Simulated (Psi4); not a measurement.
# doublet C2H5N+: levels of theory compared

Wanted: a comparison of 3 runs (UPBE/6-311+G**, USVWN5/6-311+G**, UOMP2/6-311+G**) of doublet C2H5N+. 

The results are computed with Psi4 1.11.

1 further run of the same task is left out (set aside as unsound or not needed).

### 1 Starting point

C2H5N+: 8 atoms, total charge +1, spin state doublet. SMILES of the parent species: `[H]/N=C\C`. The shape is that of a PBE0-D4/def2-TZVP optimisation. That shape belongs to the parent species and isn't relaxed for this state.

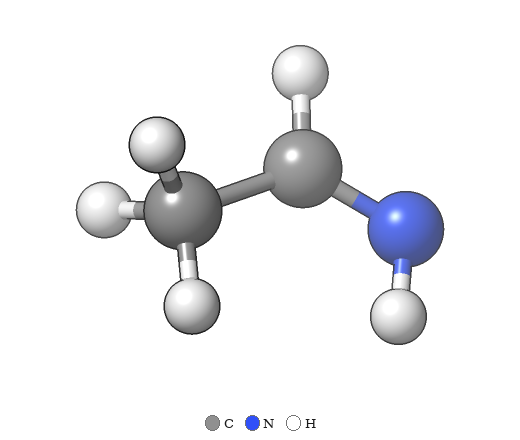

The structure, seen from a chosen angle (carbon grey, nitrogen blue, hydrogen white).

### 2 Energy and forces at UPBE/6-311+G(d,p) (run 1)

File job.inp:

```
memory 1600 MB

molecule {
  1 2
  C
  C 1 1.492988
  N 2 1.262952 1 127.92095
  H 1 1.094318 2 110.26927 3 -121.22482
  H 1 1.091755 4 108.9507 2 -122.82095
  H 1 1.094318 5 108.94892 4 115.97833
  H 2 1.095477 3 116.61406 1 179.99671
  H 3 1.022791 2 110.55004 7 179.99746
  symmetry c1
}

set globals {
  basis                6-311+G**
  reference            uks
  puream               true
  e_convergence        1e-09
  d_convergence        1e-08
  scf_type             pk
  dft_radial_points    99
  dft_spherical_points 590
  maxiter              100
}

E, wfn = gradient("pbe", return_wfn=True)
oeprop(wfn, "MULLIKEN_CHARGES", "WIBERG_LOWDIN_INDICES", "MAYER_INDICES", title="PBE")
```

On the command line:

```sh
$ psi4 -i job.inp -o job.out -n 1
```

job.out:

```text
[...]
  Running in c1 symmetry.
[...]
  Nuclear repulsion =   71.159672069406767
[...]
  Multiplicity = 2
[...]
  Nalpha       = 12
  Nbeta        = 11
[...]
    Number of basis functions: 96
[...]
   @UKS iter   1:  -133.15087298851108    8.51888e-02   8.14810e-03 DIIS/ADIIS
[...]
   @UKS iter  14:  -133.44817724312989   -7.67386e-13   2.51224e-09 DIIS
[...]
   @S^2 Observed:                7.554347823E-01
[...]
  @UKS Final Energy:  -133.44817724312989
   => Energetics <=
    Nuclear Repulsion Energy =             71.1596720694067670
    One-Electron Energy =                -313.3968992373489186
    Two-Electron Energy =                 127.8877287156040978
    DFT Exchange-Correlation Energy =     -19.0986787907918441
    Empirical Dispersion Energy =           0.0000000000000000
    VV10 Nonlocal Energy =                  0.0000000000000000
    Total Energy =                       -133.4481772431298907
[...]
  -Total Gradient:
     Atom            X                  Y                   Z
    ------   -----------------  -----------------  -----------------
       1        0.000007646581     0.016508083610     0.015099410859
       2        0.000004908850    -0.017215082913    -0.045512202923
       3        0.000000293763    -0.018686758527     0.064826409912
       4       -0.007664581437    -0.004257317810    -0.004529241921
       5       -0.000002290511     0.004363528870     0.002536974728
       6        0.007658917000    -0.004263036636    -0.004534091574
       7       -0.000003678199    -0.011326206216    -0.002974165325
       8       -0.000001215748     0.034877434076    -0.024914228536
[...]
```

Run time: 43 s. Hardware: 1 thread of AMD EPYC 7B13 (Zen 3), shared host; peak memory 0.78 GiB.

### 3 The energy at USVWN5/6-311+G(d,p) (run 2)

File c2h5n.inp:

```
memory 1.6 GB

molecule molecule1 {
  1 2
  C     -0.471200     0.591900    -0.316000
  C      0.663100    -0.171000     0.284300
  N      0.697800    -1.395000     0.593600
  H     -0.168400     1.032800    -1.270700
  H     -1.342300    -0.045400    -0.480200
  H     -0.756700     1.422800     0.336400
  H      1.571900     0.409700     0.476500
  H     -0.194200    -1.845700     0.376100
  symmetry c1
}

set basis 6-311+G**
set reference uks
set puream true
set e_convergence 1e-09
set d_convergence 1e-08
set scf_type pk
set dft_radial_points 99
set dft_spherical_points 590
set maxiter 100

energy_value, wavefunction = energy('scf', dft_functional={"name": "SVWN5", "x_functionals": {"LDA_X": {}}, "c_functionals": {"LDA_C_VWN": {}}}, return_wfn=True)
oeprop(wavefunction, 'DIPOLE', 'MULLIKEN_CHARGES', 'WIBERG_LOWDIN_INDICES', title='SCF')
print_variables()
```

On the command line:

```sh
$ psi4 c2h5n.inp c2h5n.out -n 1
```

c2h5n.out:

```text
[...]
  Running in c1 symmetry.
[...]
  Nuclear repulsion =   71.159683989324563
[...]
  Multiplicity = 2
[...]
  Nalpha       = 12
  Nbeta        = 11
[...]
    Number of basis functions: 96
[...]
   @UKS iter   1:  -132.08468137230170    1.67418e-01   8.62816e-03 DIIS/ADIIS
[...]
   @UKS iter  13:  -132.41839068398735   -3.80851e-12   8.25587e-09 DIIS
[...]
   @S^2 Observed:                7.545498642E-01
[...]
  @UKS Final Energy:  -132.41839068398735
   => Energetics <=
    Nuclear Repulsion Energy =             71.1596839893245630
    One-Electron Energy =                -313.3414293284619134
    Two-Electron Energy =                 127.7542172520620198
    DFT Exchange-Correlation Energy =     -17.9908625969120024
    Empirical Dispersion Energy =           0.0000000000000000
    VV10 Nonlocal Energy =                  0.0000000000000000
    Total Energy =                       -132.4183906839873544
[...]
 Multipole Moments:
 ------------------------------------------------------------------------------------
     Multipole            Electronic (a.u.)      Nuclear  (a.u.)        Total (a.u.)
 ------------------------------------------------------------------------------------
 L = 1.  Multiply by 2.5417464519 to convert [e a0] to [Debye]
 Dipole X            :          1.7757778           -2.0525805           -0.2768026
 Dipole Y            :         -2.1612837            2.3867711            0.2254874
 Dipole Z            :          1.1740449           -1.3301061           -0.1560611
 Magnitude           :                                                    0.3896400
[...]
```

Wall time 24 s (1 thread of AMD EPYC 7B13 (Zen 3), shared host); peak memory 0.68 GiB.

### 4 The energy at UOMP2/6-311+G(d,p) (density fitting for correlation) (run 3)

File run.py:

```python
import psi4

psi4.set_memory('1600 MB')
psi4.set_num_threads(1)
psi4.core.set_output_file('run.log', False)

m = psi4.geometry("""
1 2
C     -0.89043895     1.11852889    -0.59715346
C      1.25307739    -0.32314317     0.53724914
N      1.31865089    -2.63616794     1.12174143
H     -0.31822988     1.95170914    -2.40127499
H     -2.53657938    -0.08579357    -0.90744649
H     -1.42995576     2.68870233     0.63570387
H      2.97046050     0.77422079     0.90045450
H     -0.36698481    -3.48786751     0.71072600
units au
symmetry c1
no_reorient
no_com
""")

psi4.set_options({
    'reference': 'uhf',
    'puream': True,
    'e_convergence': 1e-09,
    'd_convergence': 1e-08,
    'scf_type': 'pk',
    'num_frozen_docc': 3,
    'maxiter': 100,
})

E, wfn = psi4.energy("omp2/6-311+G**", molecule=m, return_wfn=True)
print('E =', round(E, 9))
```

On the command line:

```sh
$ python run.py
```

run.log:

```text
[...]
  Running in c1 symmetry.
[...]
  Nuclear repulsion =   71.159684048184786
[...]
  Multiplicity = 2
[...]
  Nalpha       = 12
  Nbeta        = 11
[...]
    Number of basis functions: 96
[...]
   @UHF iter   1:  -132.67759439668180   -3.33018e-01   3.38858e-03 ADIIS/DIIS
[...]
   @UHF iter  17:  -132.78548279958343   -1.54046e-11   8.87628e-09 DIIS
[...]
   @S^2 Observed:                8.307678908E-01
[...]
  @UHF Final Energy:  -132.78548279958343
   => Energetics <=
    Nuclear Repulsion Energy =             71.1596840481847863
    One-Electron Energy =                -312.9349300362394501
    Two-Electron Energy =                 108.9897631884712439
    Total Energy =                       -132.7854827995834341
  UHF NO Occupations:
  HONO-2 :   10  A 1.9974325
  HONO-1 :   11  A 1.9635948
[...]
 Multipole Moments:
 ------------------------------------------------------------------------------------
     Multipole            Electronic (a.u.)      Nuclear  (a.u.)        Total (a.u.)
 ------------------------------------------------------------------------------------
 L = 1.  Multiply by 2.5417464519 to convert [e a0] to [Debye]
 Dipole X            :         -9.3041816            9.7250975            0.4209159
 Dipole Y            :         11.1457794          -11.8398901           -0.6941106
 Dipole Z            :         -6.1085999            6.4309270            0.3223271
 Magnitude           :                                                    0.8734155
[...]
	DF-SCS-MP2 Total Energy (a.u.)     :  -133.20225520116367
	DF-SOS-MP2 Total Energy (a.u.)     :  -133.20134620709044
[...]
	DF-SCS-OMP2 Total Energy (a.u.)    :  -133.21622884404070
	DF-SOS-OMP2 Total Energy (a.u.)    :  -133.17874860693689
	DF-SCS(N)-OMP2 Total Energy (a.u.) :  -132.95893617078872
[...]
	DF-OMP2 Total Energy (a.u.)        :  -133.22157129857476
[...]
```

Standard output:

```text
E = -133.221571299
```

Wall time 49 s (1 thread of AMD EPYC 7B13 (Zen 3), shared host); peak memory 0.35 GiB.

### 5 All runs side by side

```csv
run,level,task,frozen core orbitals,energy (Eh),HOMO energy (eV),LUMO energy (eV),⟨S²⟩,wall time
1,UPBE/6-311+G**,gradient,0,-133.448177,-15.32,-13.76,0.755,43 s
2,USVWN5/6-311+G**,energy,0,-132.418391,-15.38,-14.10,0.755,24 s
3,UOMP2/6-311+G** (density fitting for correlation),energy,3,-133.221571,-19.55,-6.67,0.831,49 s
```

### 6 What came out

| quantity | value |
| --- | --- |
| run 3: total energy | -133.22157 Eh |
| run 3: HOMO energy (Hartree–Fock orbitals) (highest over α and β) | -19.55 eV |
| run 3: LUMO energy (Hartree–Fock orbitals) (lowest over α and β) | -6.67 eV |
| run 3: correlation energy (3 core orbitals frozen) | -436.1 mEh |
| run 3: ⟨S²⟩ of the reference determinant | 0.831 |

**Reading.** Totals of different functionals can't be ranked against each other. All runs together took 1.9 min, the longest 49 s.
